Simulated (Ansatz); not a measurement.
# Geometry relaxation, with input and output: C2H7FSn

- system: C2H7FSn, SMILES [CH3][SnH2][CH2]F
- method: RKS PBE0-D4/def2-TZVP (Ansatz 0.2.0)

The geometry: PBE-D4/def2-SVP start. Figures and captions count atoms from 1; the log counts them from 0 in places.

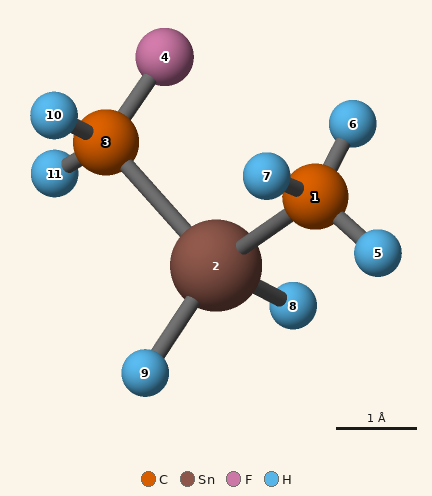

Figure 1. The structure as given in the input (ball-and-stick view, seen at a tilt; atoms are numbered from 1 in the order of the input). Sticks mark near contacts.

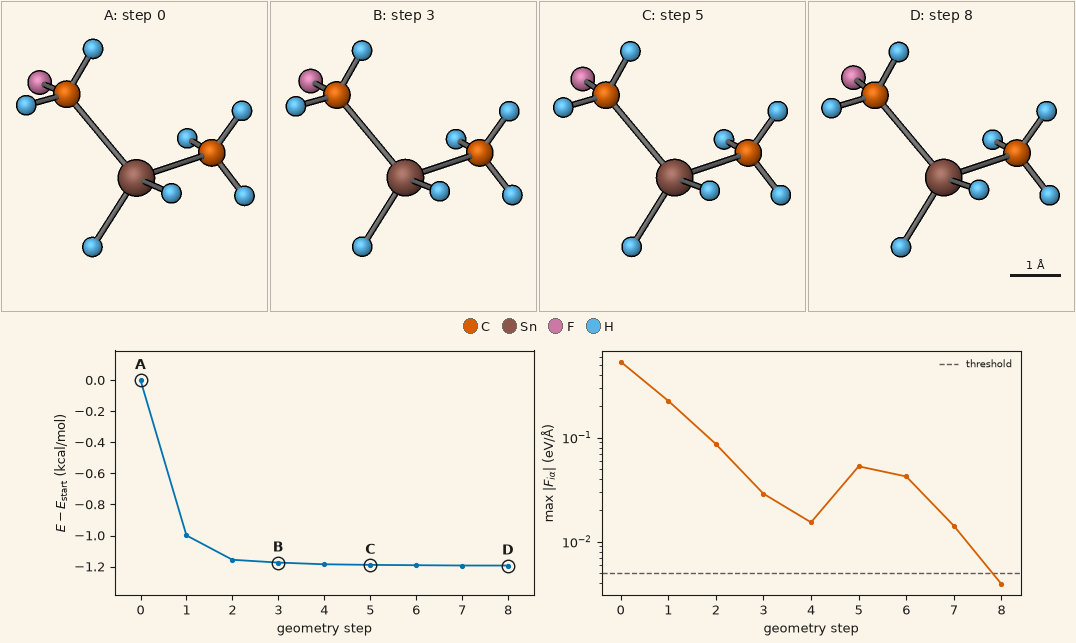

Figure 2. Frames of the relaxation (ball-and-stick view, seen at a tilt) above the curves, on which the letters mark them (the first geometry is step 0 here and step 1 in the log).

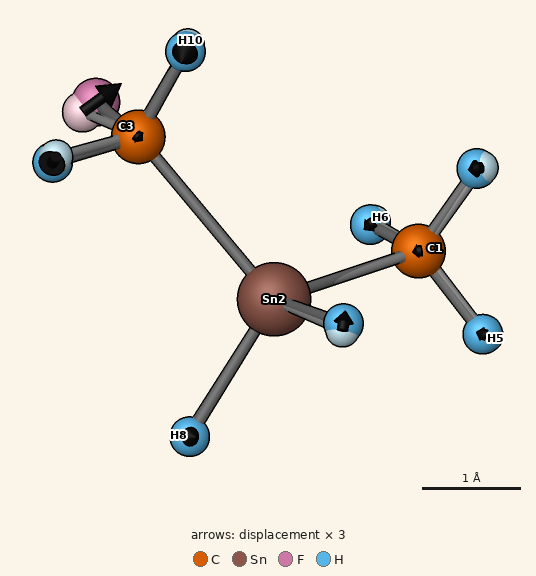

Figure 3. Start (faint) and end (solid) with the displacements as black arrows, magnified 3 times (ball-and-stick view, seen at a tilt). The two geometries are laid on each other by the best rigid fit. After 8 geometry steps the energy has fallen by 1.19 kcal/mol. The largest force component goes from 0.54 to 0.0039 eV/Å. The atom that moves furthest after the best rigid fit is F4 (0.17 Å). By element the largest moves are F 0.17 Å, H 0.14 Å, C 0.04 Å, Sn 0.01 Å. Among the contacts that change: C1–Sn2 2.169 → 2.137 Å, Sn2–C3 2.203 → 2.171 Å, Sn2–H9 1.736 → 1.714 Å, Sn2–H8 1.732 → 1.710 Å. (Atoms are counted from 1 in the order of the input.)

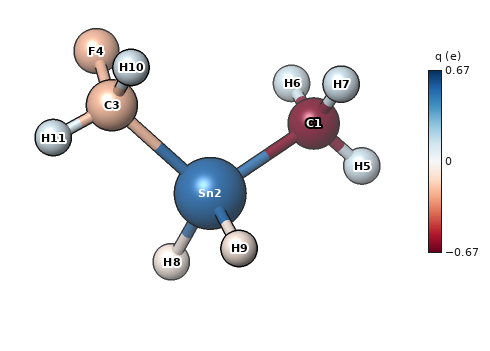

Figure 4. Mulliken charges, as the colour of each atom (ball-and-stick view, seen at a tilt; atoms are numbered from 1 in the order of the input). By element: C −0.64 to −0.21, Sn +0.53, F −0.23 and H −0.07 to +0.16 e.

The input and output of the run follow.

Input file:
```yaml
crystal:
  periodic: [false, false, false]
  atoms:
    - {symbol: C, position_ang: [0.156597, 1.801403, 0.021701]}
    - {symbol: Sn, position_ang: [-0.811743, -0.107127, -0.333543]}
    - {symbol: C, position_ang: [0.603789, -1.704473, 0.211140]}
    - {symbol: F, position_ang: [0.967849, -1.545332, 1.543672]}
    - {symbol: H, position_ang: [-0.559483, 2.631625, -0.128416]}
    - {symbol: H, position_ang: [0.531216, 1.827187, 1.062767]}
    - {symbol: H, position_ang: [1.009053, 1.927660, -0.672865]}
    - {symbol: H, position_ang: [-2.210228, -0.262634, 0.676228]}
    - {symbol: H, position_ang: [-1.275670, -0.270448, -1.998793]}
    - {symbol: H, position_ang: [1.511694, -1.648332, -0.430229]}
    - {symbol: H, position_ang: [0.142327, -2.706529, 0.068939]}
basis:
  gaussian: {orbitals: def2-TZVP}
hamiltonian: {xc: pbe0, dispersion: d4}
relax: {f_tol: 0.005, max_steps: 150}
```

Launched with:
```bash
ansatz run in.yaml --threads 4 --pin off --events-out ev --progress --plain --max-ram 10444MiB
```

Output:
```
Functional definition: PBE0
  name "PBE0"
  cite "Adamo & Barone, J. Chem. Phys. 110, 6158 (1999) doi:10.1063/1.478522"
  cite "Perdew, Burke & Ernzerhof, Phys. Rev. Lett. 77, 3865 (1996) doi:10.1103/PhysRevLett.77.3865"
  parent pbe
  parameter a = 0.25
  parameter kappa = 0.804
  parameter beta = 0.06672455060314922
  exchange = (1 - a)*pbe_x(kappa = kappa, mu = beta*pi^2/3) + a*exact_x
  correlation = pbe_c(beta = beta)
1285 factors; their error is unknown
mean field evaluation 1: about -10724.8768 eV, gradient 5.8e1 eV
mean field evaluation 2: about -10720.0448 eV, gradient 6.9e1 eV
mean field evaluation 4: about -10732.4051 eV, gradient 2.6e0 eV
mean field evaluation 8: about -10732.4164 eV, gradient 2.7e-2 eV
mean field evaluation 16: about -10732.4893 eV, gradient 2.2e-4 eV
mean field -10732.48930737 eV, -394.4117073034 hartree, gradient 3.4e-5 eV, S^2 0.000000; 0 other end points of the search recorded, 0 dependent functions left out
the calculation of the forces begins
reference -10732.48934508 eV, -394.4117086890 hartree; 25, 25 occupied and 160, 160 virtual orbitals, 1285 factors
relax step   1: F+E_penalty+E_count = -10732.65034385 eV  Δ(F+E_penalty+E_count) = +0.000e0 eV  max|allowed force component| = 5.379e-1 eV/Å  Δτ_max = 0.0000 Å  (28 SCF iters, accepted)
these checks for a lower state are left out or cut short: starts, cluster_reference, orbital_swaps, neighbouring_geometries, increment
1285 factors; their error is unknown
mean field -10732.53084537 eV, -394.4132337966 hartree, gradient 2.2e-5 eV, S^2 0.000000; 0 other end points of the search recorded, 0 dependent functions left out
the calculation of the forces begins
reference -10732.53088267 eV, -394.4132351676 hartree; 25, 25 occupied and 160, 160 virtual orbitals, 1285 factors
relax step   2: F+E_penalty+E_count = -10732.69367427 eV  Δ(F+E_penalty+E_count) = -4.333e-2 eV  max|allowed force component| = 2.264e-1 eV/Å  Δτ_max = 0.0720 Å  (31 SCF iters, accepted)
these checks for a lower state are left out or cut short: starts, cluster_reference, orbital_swaps, neighbouring_geometries, increment
1285 factors; their error is unknown
mean field evaluation 32: about -10732.5382 eV, gradient 2.1e-5 eV
mean field -10732.53817091 eV, -394.4135030054 hartree, gradient 2.1e-5 eV, S^2 0.000000; 0 other end points of the search recorded, 0 dependent functions left out
the calculation of the forces begins
reference -10732.53820819 eV, -394.4135043753 hartree; 25, 25 occupied and 160, 160 virtual orbitals, 1285 factors
relax step   3: F+E_penalty+E_count = -10732.70047163 eV  Δ(F+E_penalty+E_count) = -6.797e-3 eV  max|allowed force component| = 8.689e-2 eV/Å  Δτ_max = 0.0294 Å  (31 SCF iters, accepted)
these checks for a lower state are left out or cut short: starts, cluster_reference, orbital_swaps, neighbouring_geometries, increment
1285 factors; their error is unknown
mean field -10732.53900999 eV, -394.4135338411 hartree, gradient 2.1e-5 eV, S^2 0.000000; 0 other end points of the search recorded, 0 dependent functions left out
the calculation of the forces begins
reference -10732.53904730 eV, -394.4135352121 hartree; 25, 25 occupied and 160, 160 virtual orbitals, 1285 factors
relax step   4: F+E_penalty+E_count = -10732.70125714 eV  Δ(F+E_penalty+E_count) = -7.855e-4 eV  max|allowed force component| = 2.893e-2 eV/Å  Δτ_max = 0.0157 Å  (31 SCF iters, accepted)
these checks for a lower state are left out or cut short: starts, cluster_reference, orbital_swaps, neighbouring_geometries, increment
1285 factors; their error is unknown
mean field -10732.53927134 eV, -394.4135434455 hartree, gradient 2.1e-5 eV, S^2 0.000000; 0 other end points of the search recorded, 0 dependent functions left out
the calculation of the forces begins
reference -10732.53930865 eV, -394.4135448164 hartree; 25, 25 occupied and 160, 160 virtual orbitals, 1285 factors
relax step   5: F+E_penalty+E_count = -10732.70173040 eV  Δ(F+E_penalty+E_count) = -4.733e-4 eV  max|allowed force component| = 1.534e-2 eV/Å  Δτ_max = 0.0410 Å  (30 SCF iters, accepted)
these checks for a lower state are left out or cut short: starts, cluster_reference, orbital_swaps, neighbouring_geometries, increment
1285 factors; their error is unknown
mean field -10732.53934279 eV, -394.4135460710 hartree, gradient 2.1e-5 eV, S^2 0.000000; 0 other end points of the search recorded, 0 dependent functions left out
the calculation of the forces begins
reference -10732.53938010 eV, -394.4135474420 hartree; 25, 25 occupied and 160, 160 virtual orbitals, 1285 factors
relax step   6: F+E_penalty+E_count = -10732.70189957 eV  Δ(F+E_penalty+E_count) = -1.692e-4 eV  max|allowed force component| = 5.299e-2 eV/Å  Δτ_max = 0.0352 Å  (30 SCF iters, accepted)
these checks for a lower state are left out or cut short: starts, cluster_reference, orbital_swaps, neighbouring_geometries, increment
1285 factors; their error is unknown
mean field -10732.53942518 eV, -394.4135490989 hartree, gradient 2.2e-5 eV, S^2 0.000000; 0 other end points of the search recorded, 0 dependent functions left out
the calculation of the forces begins
reference -10732.53946249 eV, -394.4135504700 hartree; 25, 25 occupied and 160, 160 virtual orbitals, 1285 factors
relax step   7: F+E_penalty+E_count = -10732.70198884 eV  Δ(F+E_penalty+E_count) = -8.927e-5 eV  max|allowed force component| = 4.235e-2 eV/Å  Δτ_max = 0.0134 Å  (31 SCF iters, accepted)
these checks for a lower state are left out or cut short: starts, cluster_reference, orbital_swaps, neighbouring_geometries, increment
1285 factors; their error is unknown
mean field evaluation 64: about -10732.5395 eV, gradient 1.4e-4 eV
mean field -10732.53950128 eV, -394.4135518953 hartree, gradient 2.1e-5 eV, S^2 0.000000; 0 other end points of the search recorded, 0 dependent functions left out
the calculation of the forces begins
reference -10732.53953859 eV, -394.4135532665 hartree; 25, 25 occupied and 160, 160 virtual orbitals, 1285 factors
relax step   8: F+E_penalty+E_count = -10732.70207459 eV  Δ(F+E_penalty+E_count) = -8.574e-5 eV  max|allowed force component| = 1.421e-2 eV/Å  Δτ_max = 0.0209 Å  (31 SCF iters, accepted)
these checks for a lower state are left out or cut short: starts, cluster_reference, orbital_swaps, neighbouring_geometries, increment
1285 factors; their error is unknown
mean field -10732.53948478 eV, -394.4135512891 hartree, gradient 2.1e-5 eV, S^2 0.000000; 0 other end points of the search recorded, 0 dependent functions left out
the calculation of the forces begins
reference -10732.53952210 eV, -394.4135526605 hartree; 25, 25 occupied and 160, 160 virtual orbitals, 1285 factors
relax step   9: F+E_penalty+E_count = -10732.70208813 eV  Δ(F+E_penalty+E_count) = -1.354e-5 eV  max|allowed force component| = 3.911e-3 eV/Å  Δτ_max = 0.0100 Å  (31 SCF iters, accepted)
1285 factors; their error is unknown
mean field evaluation 96: about -10732.5395 eV, gradient 5.3e-4 eV
mean field -10732.53948478 eV, -394.4135512891 hartree, gradient 2.1e-5 eV, S^2 0.000000; 1 other end points of the search recorded, 0 dependent functions left out
the calculation of the forces begins
reference -10732.53952210 eV, -394.4135526605 hartree; 25, 25 occupied and 160, 160 virtual orbitals, 1285 factors
Total energy: -10732.70212544 eV, -394.4195282233 hartree
Atom 0 at     0.147132     1.777158     0.045318 Å, force     0.001766    -0.000494    -0.002066 eV/Å
Atom 1 at    -0.802199    -0.099029    -0.334562 Å, force    -0.001064    -0.002896    -0.000075 eV/Å
Atom 2 at     0.585934    -1.683025     0.193955 Å, force     0.003911     0.000495    -0.000683 eV/Å
Atom 3 at     1.085509    -1.450712     1.470538 Å, force    -0.000227    -0.000576    -0.000207 eV/Å
Atom 4 at    -0.554014     2.596425    -0.112752 Å, force    -0.000396    -0.000332     0.000973 eV/Å
Atom 5 at     0.497935     1.801003     1.076996 Å, force    -0.000656    -0.000252     0.000432 eV/Å
Atom 6 at     0.999324     1.905519    -0.622186 Å, force    -0.000026     0.000347    -0.000124 eV/Å
Atom 7 at    -2.220005    -0.266541     0.607489 Å, force    -0.000533     0.000589    -0.001062 eV/Å
Atom 8 at    -1.203321    -0.266490    -1.992623 Å, force    -0.000917     0.001577     0.000949 eV/Å
Atom 9 at     1.429338    -1.709514    -0.501429 Å, force    -0.002202    -0.000982     0.002108 eV/Å
Atom 10 at     0.099769    -2.661794     0.189856 Å, force     0.000345     0.002524    -0.000246 eV/Å
Dipole moment:    -0.021890     0.056848    -0.261580 e Å
```

Trajectory as extended XYZ (Å, eV, eV/Å), 9 frames, from step=1 to step=9:
```
11
Properties=species:S:1:pos:R:3:forces:R:3 step=1 energy=-10732.65034
C     0.1566    1.8014    0.0217    0.0748   0.1060   0.0192
Sn   -0.8117   -0.1071   -0.3335    0.1030   0.0974   0.1063
C     0.6038   -1.7045    0.2111   -0.0750  -0.1524  -0.5379
F     0.9678   -1.5453    1.5437   -0.0040  -0.1008  -0.2628
H    -0.5595    2.6316   -0.1284    0.3519  -0.4165   0.0728
H     0.5312    1.8272    1.0628   -0.1863  -0.0093  -0.5133
H     1.0091    1.9277   -0.6729   -0.4224  -0.0583   0.3417
H    -2.2102   -0.2626    0.6762    0.2169   0.0175  -0.1852
H    -1.2757   -0.2704   -1.9988    0.0993   0.0056   0.2905
H     1.5117   -1.6483   -0.4302   -0.4333  -0.0214   0.4653
H     0.1423   -2.7065    0.0689    0.2752   0.5321   0.2033
11
Properties=species:S:1:pos:R:3:forces:R:3 step=2 energy=-10732.69367
C     0.1530    1.7779    0.0242    0.0886   0.1981   0.0542
Sn   -0.8004   -0.0948   -0.3118    0.0790  -0.0382  -0.0170
C     0.5851   -1.6767    0.1910    0.0837  -0.2264  -0.1698
F     0.9724   -1.5266    1.5146    0.0763  -0.0227   0.1257
H    -0.5584    2.5943   -0.1335    0.1202  -0.0877   0.0311
H     0.5202    1.8150    1.0546   -0.0425   0.0230  -0.1462
H     0.9972    1.9015   -0.6614   -0.1182  -0.0103   0.0994
H    -2.1887   -0.2578    0.6502   -0.1412  -0.0125   0.1171
H    -1.2307   -0.2828   -1.9439   -0.0606  -0.0028  -0.2243
H     1.4860   -1.6372   -0.4375   -0.1491   0.0143   0.0997
H     0.1296   -2.6698    0.0741    0.0639   0.1652   0.0301
11
Properties=species:S:1:pos:R:3:forces:R:3 step=3 energy=-10732.70047
C     0.1500    1.7798    0.0260    0.0193   0.0387   0.0007
Sn   -0.8028   -0.0994   -0.3227   -0.0007   0.0240   0.0572
C     0.5872   -1.6804    0.2002    0.0495  -0.0869  -0.0856
F     0.9990   -1.5378    1.5190   -0.0164   0.0318   0.0039
H    -0.5501    2.6000   -0.1336   -0.0036  -0.0103  -0.0041
H     0.5141    1.8200    1.0528   -0.0048  -0.0136  -0.0022
H     0.9943    1.8993   -0.6532    0.0043   0.0047  -0.0017
H    -2.1945   -0.2600    0.6542   -0.0375  -0.0030   0.0045
H    -1.2363   -0.2712   -1.9704    0.0039  -0.0131  -0.0136
H     1.4740   -1.6395   -0.4397   -0.0081   0.0054   0.0220
H     0.1305   -2.6677    0.0880   -0.0059   0.0222   0.0189
11
Properties=species:S:1:pos:R:3:forces:R:3 step=4 energy=-10732.70126
C     0.1514    1.7825    0.0277   -0.0012  -0.0039   0.0059
Sn   -0.8034   -0.0989   -0.3193    0.0035   0.0028  -0.0135
C     0.5895   -1.6845    0.1943   -0.0187  -0.0025  -0.0289
F     1.0009   -1.5241    1.5116    0.0200  -0.0022   0.0258
H    -0.5500    2.6012   -0.1317   -0.0114  -0.0016  -0.0031
H     0.5126    1.8199    1.0553    0.0021  -0.0032   0.0086
H     0.9969    1.9049   -0.6491    0.0020  -0.0094  -0.0073
H    -2.2034   -0.2593    0.6518    0.0160  -0.0013  -0.0129
H    -1.2334   -0.2760   -1.9702    0.0013   0.0040   0.0125
H     1.4755   -1.6518   -0.4460   -0.0054   0.0143   0.0026
H     0.1287   -2.6707    0.0961   -0.0082   0.0030   0.0103
11
Properties=species:S:1:pos:R:3:forces:R:3 step=5 energy=-10732.70173
C     0.1511    1.7791    0.0339   -0.0066   0.0013  -0.0017
Sn   -0.8034   -0.0990   -0.3272    0.0075   0.0056   0.0045
C     0.5868   -1.6825    0.1936    0.0153  -0.0021   0.0150
F     1.0268   -1.4946    1.4997   -0.0005  -0.0026  -0.0143
H    -0.5509    2.5978   -0.1231   -0.0016   0.0010  -0.0038
H     0.5099    1.8112    1.0626    0.0013  -0.0076   0.0037
H     0.9979    1.9036   -0.6412   -0.0005  -0.0014  -0.0017
H    -2.2057   -0.2660    0.6366   -0.0086   0.0029  -0.0016
H    -1.2257   -0.2707   -1.9794    0.0001   0.0020  -0.0007
H     1.4602   -1.6680   -0.4641   -0.0036  -0.0011   0.0000
H     0.1184   -2.6678    0.1291   -0.0030   0.0021   0.0007
11
Properties=species:S:1:pos:R:3:forces:R:3 step=6 energy=-10732.70190
C     0.1496    1.7771    0.0385   -0.0051   0.0013   0.0029
Sn   -0.8032   -0.0994   -0.3313    0.0020   0.0076   0.0036
C     0.5869   -1.6820    0.1933    0.0232  -0.0072   0.0448
F     1.0525   -1.4733    1.4887   -0.0183  -0.0065  -0.0530
H    -0.5515    2.5967   -0.1189    0.0021  -0.0014  -0.0024
H     0.5038    1.8041    1.0690    0.0032  -0.0009  -0.0015
H     0.9993    1.9024   -0.6329   -0.0006   0.0020   0.0017
H    -2.2116   -0.2669    0.6235   -0.0076   0.0005   0.0019
H    -1.2190   -0.2659   -1.9855    0.0022  -0.0030  -0.0028
H     1.4487   -1.6848   -0.4801   -0.0132  -0.0062   0.0066
H     0.1100   -2.6650    0.1564    0.0120   0.0139  -0.0019
11
Properties=species:S:1:pos:R:3:forces:R:3 step=7 energy=-10732.70199
C     0.1489    1.7773    0.0407   -0.0029  -0.0002   0.0024
Sn   -0.8030   -0.0991   -0.3319   -0.0008   0.0004   0.0023
C     0.5865   -1.6825    0.1931    0.0188   0.0001   0.0404
F     1.0628   -1.4668    1.4832   -0.0155  -0.0057  -0.0424
H    -0.5519    2.5967   -0.1182    0.0015  -0.0007  -0.0012
H     0.5012    1.8039    1.0719    0.0014  -0.0008  -0.0029
H     0.9999    1.9026   -0.6289    0.0002   0.0022   0.0013
H    -2.2145   -0.2664    0.6190   -0.0031   0.0007  -0.0004
H    -1.2144   -0.2667   -1.9874    0.0015  -0.0004   0.0002
H     1.4428   -1.6916   -0.4870   -0.0083  -0.0057   0.0031
H     0.1072   -2.6645    0.1661    0.0074   0.0101  -0.0029
11
Properties=species:S:1:pos:R:3:forces:R:3 step=8 energy=-10732.70207
C     0.1477    1.7771    0.0437   -0.0001  -0.0002   0.0021
Sn   -0.8027   -0.0993   -0.3325   -0.0003   0.0006  -0.0042
C     0.5867   -1.6829    0.1938    0.0067   0.0009   0.0142
F     1.0794   -1.4574    1.4747   -0.0061  -0.0005  -0.0132
H    -0.5533    2.5961   -0.1160    0.0002   0.0008   0.0012
H     0.4981    1.8027    1.0755    0.0000   0.0013  -0.0005
H     1.0001    1.9041   -0.6239   -0.0005  -0.0010  -0.0003
H    -2.2199   -0.2654    0.6108    0.0032  -0.0008  -0.0001
H    -1.2070   -0.2659   -1.9900    0.0005  -0.0008   0.0011
H     1.4340   -1.7036   -0.4970   -0.0046  -0.0002   0.0005
H     0.1025   -2.6625    0.1816    0.0011  -0.0001  -0.0008
11
Properties=species:S:1:pos:R:3:forces:R:3 step=9 energy=-10732.70209
C     0.1471    1.7772    0.0453    0.0018  -0.0005  -0.0021
Sn   -0.8022   -0.0990   -0.3346   -0.0011  -0.0029  -0.0001
C     0.5859   -1.6830    0.1940    0.0039   0.0005  -0.0007
F     1.0855   -1.4507    1.4705   -0.0002  -0.0006  -0.0002
H    -0.5540    2.5964   -0.1128   -0.0004  -0.0003   0.0010
H     0.4979    1.8010    1.0770   -0.0007  -0.0003   0.0004
H     0.9993    1.9055   -0.6222    0.0000   0.0003  -0.0001
H    -2.2200   -0.2665    0.6075   -0.0005   0.0006  -0.0011
H    -1.2033   -0.2665   -1.9926   -0.0009   0.0016   0.0009
H     1.4293   -1.7095   -0.5014   -0.0022  -0.0010   0.0021
H     0.0998   -2.6618    0.1899    0.0003   0.0025  -0.0002
```

Key numbers:

```json
{"quantity": "outcome", "value": "converged"}
{"quantity": "total energy", "value": "−10732.7021 eV"}
{"quantity": "mean-field energy", "value": "−10732.5395 eV"}
{"quantity": "dispersion energy", "value": "−0.1626 eV"}
{"quantity": "SCF solution under orbital rotations", "value": "stable"}
{"quantity": "largest force (length of the vector) at the end", "value": "0.004 eV/Å"}
{"quantity": "dipole moment", "value": "1.29 D"}
{"quantity": "hardware", "value": "4 threads of INTEL XEON PLATINUM @ 2.30GHz, 23 GiB of memory available, shared host"}
{"quantity": "wall time", "value": "16 s (CPU time 53 s)"}
{"quantity": "peak memory", "value": "0.47 GiB"}
```
